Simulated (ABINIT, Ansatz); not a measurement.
# A GW run on Cl (Cmce) in ABINIT, with inputs changed

Aim: change inputs of a GW run on Cl (Cmce) and see what moves.

Program: ABINIT 10.8.3. Level of theory: PBE and many-body steps on it, plane waves. Results are calculated unless marked as measured.

### 1. Set-up

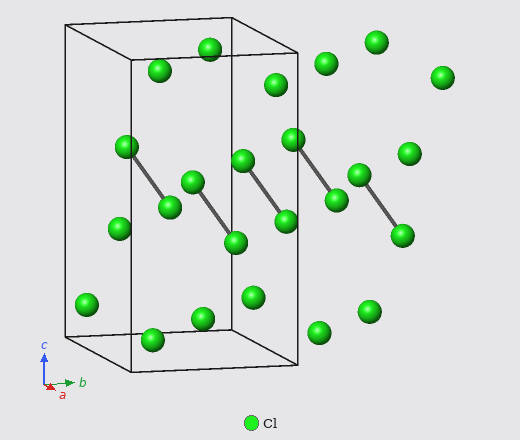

The starting structure, seen slightly off an axis (chlorine green). 1×2×1 cells are drawn. This picture shows the conventional cell, with its axes. Bonds to atoms that aren't drawn are left out. Some periodic images of atoms are drawn too.

Coordinates:

```cif
data_structure
_symmetry_space_group_name_H-M 'P 1'
_symmetry_Int_Tables_number 1
_cell_length_a 3.8670
_cell_length_b 3.8670
_cell_length_c 8.2100
_cell_angle_alpha 90.000
_cell_angle_beta 90.000
_cell_angle_gamma 71.161
_cell_volume 116.19
loop_
_atom_site_label
_atom_site_type_symbol
_atom_site_fract_x
_atom_site_fract_y
_atom_site_fract_z
_atom_site_occupancy
Cl1 Cl 0.87000 0.13000 0.10000 1
Cl2 Cl 0.63000 0.37000 0.60000 1
Cl3 Cl 0.13000 0.87000 0.90000 1
Cl4 Cl 0.37000 0.63000 0.40000 1
```

The cell and positions come from the Crystallography Open Database and are kept as given unless a step says otherwise.

### 2. Screening, 4×4×2 mesh, 318 bands, screening to 176.9 eV

This step: ABINIT 10.8.3; RPA screening on PBE, plane waves, norm-conserving pseudopotentials.

The RPA dielectric matrix is built and inverted for each q.

File run.abi:

```
acell 3*1.0 Angstrom
rprim 
  3.145000000000 -2.250000000000 0.000000000000
  3.145000000000 2.250000000000 0.000000000000
  0.000000000000 0.000000000000 8.210000000000
ntypat 1
znucl 17
natom 4
typat 1 1 1 1
xred 
  0.870000000000 0.130000000000 0.100000000000
  0.630000000000 0.370000000000 0.600000000000
  0.130000000000 0.870000000000 0.900000000000
  0.370000000000 0.630000000000 0.400000000000
pp_dirpath "pseudos"
pseudos "Cl.upf"
ecut 25
ngkpt 4 4 2
nshiftk 1
shiftk 0 0 0
kptopt 1
chksymbreak 0
istwfk *1
occopt 1
irdwfk 1
optdriver 3
nband 318
ecuteps 6.5
inclvkb 2
awtr 1
symchi 1
indata_prefix "in"
outdata_prefix "out"
tmpdata_prefix "tmp"
```

Launch:

```console
$ OMP_NUM_THREADS=1 mpirun -n 4 abinit run.abi > log
```

Output:

```text
.Version 10.8.3 of ABINIT. v10.8.2 released Aug 2026.

 Symmetries : space group Cm c a (# 64); Bravais oC (1-face-center ortho.)
[... echo of the input left out ...]
== DATASET  1 ==================================================================
-   mpi_nproc: 4, omp_nthreads: 1 (-1 if OMP is not activated)

--- !DatasetInfo
iteration_state: {dtset: 1, }
dimensions: {natom: 4, nkpt: 14, mband: 318, nsppol: 1, nspinor: 1, nspden: 1, mpw: 4726, }
cutoff_energies: {ecut:  25.0, pawecutdg:  -1.0, }
electrons: {nelect:   2.80000000E+01, charge:   0.00000000E+00, occopt:   1.00000000E+00, tsmear:   1.00000000E-02, }

 SCREENING: Calculation of the susceptibility and dielectric matrices

 Based on a program developped by R.W. Godby, V. Olevano, G. Onida, and L. Reining.
 Incorporated in ABINIT by V. Olevano, G.-M. Rignanese, and M. Torrent.
.Using double precision arithmetic ; gwpc =  8

[... cell and pseudopotentials left out ...]
--------------------------------------------------------------------------------

 ==== K-mesh for the wavefunctions ====
 Number of points in the irreducible wedge :    14
[... list of points left out ...]
 Together with  8 symmetry operations and time-reversal symmetry
 yields    32 points in the full Brillouin Zone.

 ==== Q-mesh for the screening function ====
 Number of points in the irreducible wedge :    14
[... list of points left out ...]
 Together with  8 symmetry operations and time-reversal symmetry
 yields    32 points in the full Brillouin Zone.

 setmesh: FFT mesh size selected  =    30x   30x   60
          total number of points  =        54000

 vcoul_init : cutoff-mode = AUXILIARY_FUNCTION
 q-points for optical limit:   1
     1)      0.000010    0.000020    0.000030

- screening: taking advantage of time-reversal symmetry
- Maximum band index for partially occupied states nbvw = 14
- Remaining bands to be divided among processors   nbcw = 304
- Number of bands treated by each node ~76

 Number of electrons calculated from density =   28.0000; Expected =   28.0000
 average of density, n =  0.035710
 r_s =    1.8838
 omega_plasma =   18.2284 [eV]

 calculating chi0 at frequencies [eV] :
  1    0.000000E+00    0.000000E+00
  2    0.000000E+00    1.822838E+01

--------------------------------------------------------------------------------
  q-point number  1        q = ( 0.000000, 0.000000, 0.000000) [r.l.u.]
--------------------------------------------------------------------------------
[... chi0 elements left out ...]
 For q-point:  0.000010 0.000020 0.000030
  dielectric constant =   2.8107
  dielectric constant without local fields =   3.4622

  Average fulfillment of the sum rule on Im[epsilon] for q-point    1 :     83.09  [%]
[... wings left out ...]
  q-point number  2        q = ( 0.250000, 0.000000, 0.000000) [r.l.u.]
--------------------------------------------------------------------------------
[... chi0 elements left out ...]
  Average fulfillment of the sum rule on Im[epsilon] for q-point    2 :     84.55  [%]

 [... 12 further q-points ...]
```

Wall time 16 min (4 MPI ranks of Arm Neoverse N1, shared host); peak memory 4.9 GiB; 65 min of CPU time.

This step gave:

- ε∞ with local fields, on this mesh, along the program's q direction: 2.811
- the same without local fields: 3.462
- plasma frequency: 18.23 eV
- plane waves in the screening matrix: 611

Local fields lower ε∞ by 19 %. On a Γ-centred mesh this coarse the value itself is usually too large, while a short band sum pulls it down.

### 3. Base

The self-energy is evaluated for the states that the input lists, and the levels follow from it, in one-shot runs by the linearised quasiparticle equation.

This step: G0W0 on PBE, plane waves, norm-conserving pseudopotentials.

Changes to run.abi since step 2:

```diff
@@ -25,8 +25,17 @@
 irdwfk 1
-optdriver 3
+optdriver 4
 nband 318
+gwcalctyp 0
+ecutsigx 25
+symsigma 1
+nkptgw 2
+kptgw 
+  0.5000000000 0.5000000000 0.0000000000
+  0.0000000000 0.0000000000 0.0000000000
+bdgw 
+  13 16
+  13 16
 ecuteps 6.5
-inclvkb 2
-awtr 1
-symchi 1
+irdscr 1
+ppmodel 1
 indata_prefix "in"
```

Output:

```text
.Version 10.8.3 of ABINIT. v10.8.2 released Aug 2026.

 Symmetries : space group Cm c a (# 64); Bravais oC (1-face-center ortho.)
[... echo of the input left out ...]
== DATASET  1 ==================================================================
-   mpi_nproc: 4, omp_nthreads: 1 (-1 if OMP is not activated)

--- !DatasetInfo
iteration_state: {dtset: 1, }
dimensions: {natom: 4, nkpt: 14, mband: 318, nsppol: 1, nspinor: 1, nspden: 1, mpw: 4726, }
cutoff_energies: {ecut:  25.0, pawecutdg:  -1.0, }
electrons: {nelect:   2.80000000E+01, charge:   0.00000000E+00, occopt:   1.00000000E+00, tsmear:   1.00000000E-02, }

 SIGMA: Calculation of the GW corrections

 Based on a program developped by R.W. Godby, V. Olevano, G. Onida, and L. Reining.
 Incorporated in ABINIT by V. Olevano, G.-M. Rignanese, and M. Torrent.
.Using double precision arithmetic ; gwpc =  8

[... cell and pseudopotentials left out ...]
--------------------------------------------------------------------------------

 ==== K-mesh for the wavefunctions ====
 Number of points in the irreducible wedge :    14
[... list of points left out ...]
 Together with  8 symmetry operations and time-reversal symmetry
 yields    32 points in the full Brillouin Zone.

 ==== Q-mesh for screening function ====
 Number of points in the irreducible wedge :    14
[... list of points left out ...]
 Together with  8 symmetry operations and time-reversal symmetry
 yields    32 points in the full Brillouin Zone.

 vcoul_init : cutoff-mode = AUXILIARY_FUNCTION
 q-points for optical limit:   1
     1)      0.000010    0.000020    0.000030
 setmesh: FFT mesh size selected  =    36x   36x   72
          total number of points  =        93312

 Number of electrons calculated from density =   28.0000; Expected =   28.0000
 average of density, n =  0.035710
 r_s =    1.8838
 omega_plasma =   18.2284 [eV]

 === KS Band Gaps ===
  >>>> For spin  1
   Minimum direct gap =   2.5251 [eV], located at k-point      :   0.0000  0.0000  0.0000
   Fundamental gap    =   2.4691 [eV], Top of valence bands at :   0.5000  0.5000  0.0000
                                       Bottom of conduction at :   0.0000  0.0000  0.0000
 SIGMA fundamental parameters:
 PLASMON POLE MODEL  1
 number of plane-waves for SigmaX                 4675
 number of plane-waves for SigmaC and W            611
 number of plane-waves for wavefunctions          4675
 number of bands                                   318
 number of independent spin polarizations            1
 number of spinorial components                      1
 number of k-points in IBZ                          14
 number of q-points in IBZ                          14
 number of symmetry operations                       8
 number of k-points in BZ                           32
 number of q-points in BZ                           32
 number of frequencies for dSigma/dE                 9
 frequency step for dSigma/dE [eV]                0.25
 number of omega for Sigma on real axis              0
 max omega for Sigma on real axis  [eV]           0.00
 zcut for avoiding poles [eV]                     0.10

 EPSILON^-1 parameters (SCR file):
 dimension of the eps^-1 matrix on file            611
 dimension of the eps^-1 matrix used               611
 number of plane-waves for wavefunctions          4675
 number of bands                                   318
 number of q-points in IBZ                          14
 number of frequencies                               2
 number of real frequencies                          1
 number of imag frequencies                          1

 matrix elements of self-energy operator (all in [eV])

 Perturbative Calculation

--- !SelfEnergy_ee
iteration_state: {dtset: 1, }
kpoint     : [   0.500,    0.500,    0.000, ]
spin       : 1
KS_gap     :    2.546
QP_gap     :    5.755
Delta_QP_KS:    3.209
data: !SigmaeeData |
     Band     E0 <VxcDFT>   SigX SigC(E0)      Z dSigC/dE  Sig(E)    E-E0       E
       13  -1.186 -14.321 -18.741   2.245   0.785  -0.274 -16.028  -1.707  -2.893
       14  -0.824 -14.674 -19.122   2.207   0.789  -0.268 -16.442  -1.768  -2.592
       15   1.722 -14.106  -8.998  -3.282   0.789  -0.267 -12.665   1.441   3.163
       16   1.912 -14.243  -9.064  -3.302   0.787  -0.270 -12.766   1.477   3.390

--- !SelfEnergy_ee
iteration_state: {dtset: 1, }
kpoint     : [   0.000,    0.000,    0.000, ]
spin       : 1
KS_gap     :    2.525
QP_gap     :    5.671
Delta_QP_KS:    3.146
data: !SigmaeeData |
     Band     E0 <VxcDFT>   SigX SigC(E0)      Z dSigC/dE  Sig(E)    E-E0       E
       13  -0.970 -14.511 -19.022   2.242   0.789  -0.268 -16.300  -1.789  -2.759
       14  -0.880 -14.708 -19.184   2.239   0.788  -0.269 -16.471  -1.763  -2.643
       15   1.645 -13.980  -8.981  -3.250   0.791  -0.264 -12.596   1.383   3.029
       16   2.208 -14.626  -9.222  -3.447   0.783  -0.277 -13.093   1.533   3.740

== END DATASET(S) ==============================================================
================================================================================

 -outvars: echo values of variables after computation  --------
           etotal      0.0000000000E+00
            nband         318
             nkpt          14
          spgroup          64
 [... the other variables as echoed above ...]

 Calculation completed.
```

Wall time 4.6 min (4 MPI ranks); peak memory 5.5 GiB; 18 min of CPU time.

This step gave:

| Property | Result |
| --- | --- |
| G0W0 gap on the points computed | 5.621 eV |
| starting gap on the mesh | 2.469 eV |
| k of the valence top | 0.5, 0.5, 0 |
| k of the conduction bottom | 0, 0, 0 |
| Z at the valence top | 0.789 |
| Z at the conduction bottom | 0.791 |
| least direct G0W0 gap on the computed points | 5.672 eV |

The gap on the mesh goes from 2.47 eV to 5.62 eV, a correction of +3.15 eV.

(Part 1 of 2 ends here.)

[Paths, hosts, dates, memory and timing lines, banners, echoed tables and standing remarks are left out of the program output.]

[Logs are printed without paths, hosts, clocks, repeated set-up lines and the standing remarks that a program may print on its own settings, such as how far it seeks lower states.]

[Runs of the session that timed out or met a known fault of the program may be left out.]

[Hosts, paths, dates, database ids (printed as entryN), source tags and the programs' standing remarks are cut or masked in the printed files.]

[G0W0 gaps are taken among the corrected bands and points alone; a level outside them can change the order at an edge.]

[Where Ansatz stands beside ABINIT at settings called matched, ABINIT's density can come from a denser mesh and the files from another edition; pairs whose starting gaps differed by over 0.03 eV were left out, so agreement reads better than it is.]
